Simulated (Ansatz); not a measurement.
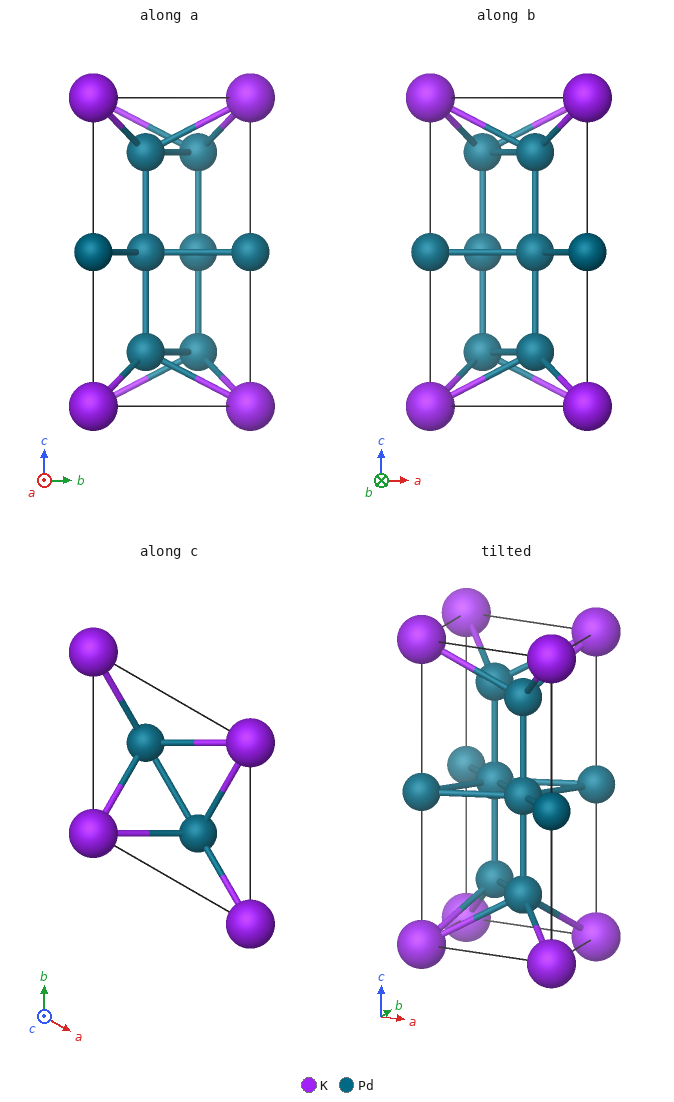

Ball-and-stick representation of a periodic structure, projected along the a axis, along the b axis, along the c axis and slightly off an axis. One conventional unit cell is framed, with atoms on its boundary repeated.

Lattice parameters: a = 4.695 Å, b = 4.695 Å, c = 7.989 Å, α = 90.00°, β = 90.00°, γ = 120.00°. Put a along x and b in the xy plane.

Question: Give the atomic positions as a POSCAR file, with free fractional coordinates to two decimals.

Answer:
```
K Pd
1.0
     4.695    0.000    0.000
    -2.348    4.066    0.000
     0.000    0.000    7.989
K Pd
1 7
Direct
  0.00 0.00 0.00
  0.3333 0.6667 0.82
  0.6667 0.3333 0.82
  0.6667 0.3333 0.18
  0.3333 0.6667 0.18
  0.3333 0.6667 0.50
  0.6667 0.3333 0.50
  0.00 0.00 0.50
```

The model was built from a random cell made by a generator, so it need not be a real form of the compound. Earlier steps of the study, as a rule a relaxation of our own, may have changed the cell and positions, so they can lie some per cent off the listed ones. It was run through Ansatz as a DFT input.
